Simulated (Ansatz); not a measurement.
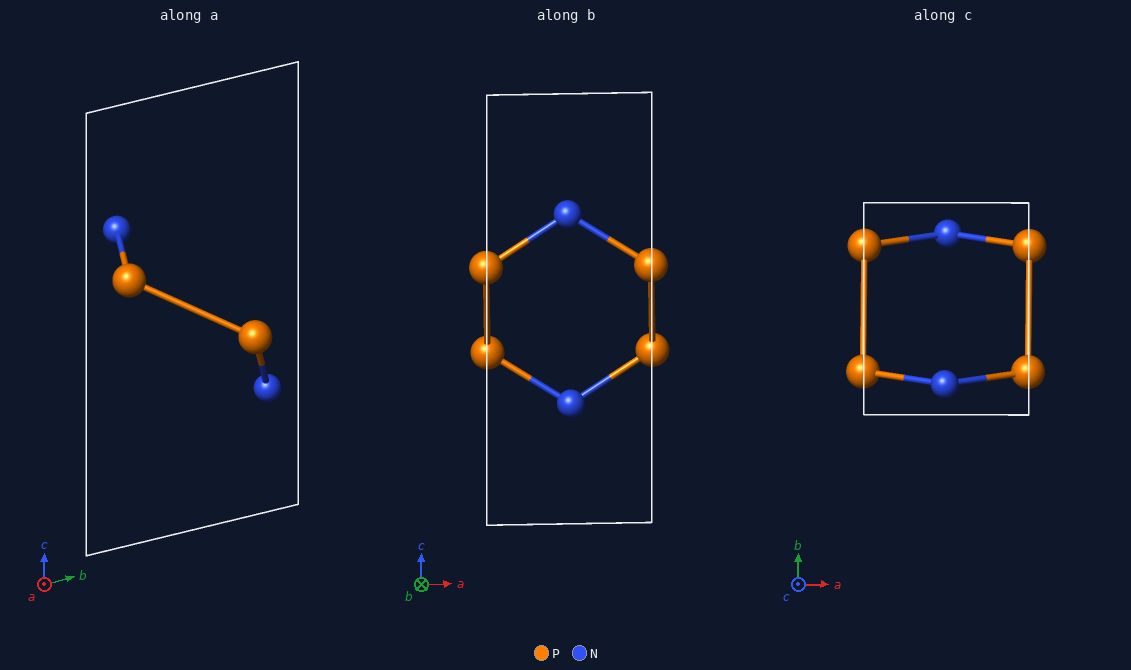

Structure drawing (ball-and-stick), viewed along the a axis, along the b axis and along the c axis. One conventional unit cell is framed, with atoms on its boundary repeated.

Lattice parameters: a = 2.732 Å, b = 3.613 Å, c = 7.328 Å, α = 76.35°, β = 89.04°, γ = 89.90°. Put a along x and b in the xy plane.

Transcribe the picture into a POSCAR file, with free fractional coordinates to two decimals.

Answer.
```
P N
1.0
     2.732    0.000    0.000
     0.006    3.613    0.000
     0.123    1.729    7.120
P N
2 2
Direct
  0.00 0.20 0.60
  0.00 0.80 0.40
  0.49 0.14 0.72
  0.51 0.86 0.28
```

Origin of the cell: a structure type filled with these elements by a generator (whether the compound takes this form wasn't checked). A relaxation with DFT PBE, scalar-relativistic, plane waves, PAW (Ansatz) gave the geometry drawn.
